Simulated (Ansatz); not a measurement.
**C₃H₂F₂O: up Jacob's ladder to CCSD(T)**

How much do the methods differ for C₃H₂F₂O? The plan is to run it at one geometry with functionals of several rungs and with coupled cluster, and see how far each lands from CCSD(T) at the basis-set limit for the atomisation energy.

Computed with Ansatz 0.2.0, Gaussian basis. Level: functionals in def2-TZVPP, the program's frozen cores in correlated methods.

Levels to be run: PBE-D4, r2SCAN-D4, PBE0-D4, B3LYP-D4, ωB97X-V, ωB97M-V, B2PLYP; CCSD(T)/def2-TZVPP; MP2/def2-QZVPP; extrapolation to the limit.

### Step 1. The relaxed structure

The geometry comes from an earlier relaxation with PBE0-D4 in a triple-zeta def2 set; it is a stationary point, not always the lowest conformer.

SMILES `O=C/C(F)=C/F`, 8 atoms, charge 0, spin multiplicity 1.

Atoms are counted from 1 here; the program's logs count them from 0.

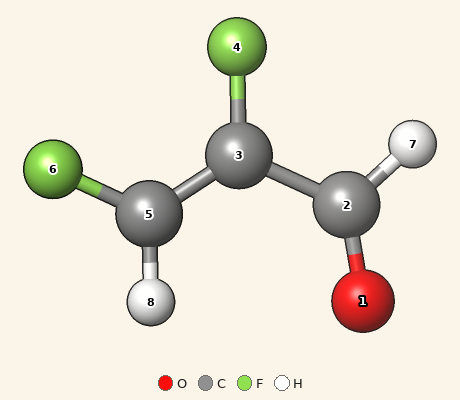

The geometry (oxygen red, carbon grey, fluorine green, hydrogen white); atoms are numbered from 1 in the order of the file.

### Step 2. PBE-D4 (GGA)

The input, in.yaml:

```yaml
crystal:
  periodic: [false, false, false]
  atoms:
    - {symbol: O, position_ang: [0.397594, -1.475867, 1.291417]}
    - {symbol: C, position_ang: [0.942321, -0.675788, 0.576425]}
    - {symbol: C, position_ang: [0.233875, 0.290855, -0.273602]}
    - {symbol: F, position_ang: [1.011177, 1.097009, -0.996666]}
    - {symbol: C, position_ang: [-1.093037, 0.365393, -0.325887]}
    - {symbol: F, position_ang: [-1.723157, 1.233983, -1.089788]}
    - {symbol: H, position_ang: [2.045974, -0.602667, 0.500435]}
    - {symbol: H, position_ang: [-1.722448, -0.289917, 0.261963]}
basis:
  gaussian: {orbitals: def2-TZVPP}
hamiltonian: {xc: pbe, dispersion: d4}
output: {forces: true, orbitals: {seedname: orbitals}}
```

On the command line:

```sh
ansatz run in.yaml --threads 4 --pin off --events-out ev --progress --plain --max-ram 10444MiB
```

The runs that follow: r2SCAN-D4 (meta-GGA); PBE0-D4 (hybrid); B3LYP-D4 (hybrid); ωB97X-V (range-separated); ωB97M-V (range-separated); B2PLYP (double hybrid); CCSD(T) in def2-TZVPP; MP2 in def2-QZVPP.

**Question.** What will the summary of the whole plan be? Wanted: atomisation energy, CCSD(T)/CBS; farthest; mean size of error, hybrid; mean size of error, range-separated; gap, smallest and largest; T1 diagnostic; triples share of the correlation energy.

The runs gave:

```
                               quantity                                 value
        atomisation energy, CCSD(T)/CBS                             36.201 eV
    functionals within 0.181 eV (0.5 %)             B3LYP-D4, ωB97X-V, B2PLYP
                               farthest                    PBE-D4 (+2.152 eV)
             mean size of error, hybrid                              0.340 eV
    mean size of error, range-separated                              0.220 eV
              gap, smallest and largest  3.24 eV (PBE-D4), 10.41 eV (ωB97X-V)
                          T1 diagnostic                                0.0149
triples share of the correlation energy                                 3.9 %
```

In words: PBE-D4 misses by +2.152 eV. Double hybrids carry the basis error of their MP2 part in triple zeta, and no dispersion term here, so their miss is partly the set-up's. The reference freezes the cores and leaves out relativity and excitations past (T), so misses under about 0.181 eV can't be ranked. Hartree-Fock recovers 68 % of the binding; the rest is correlation. The gap grows from 3.2 to 10.4 eV across the functionals, mostly with the share of exact exchange. The restricted reference is unstable towards a spin-broken one.
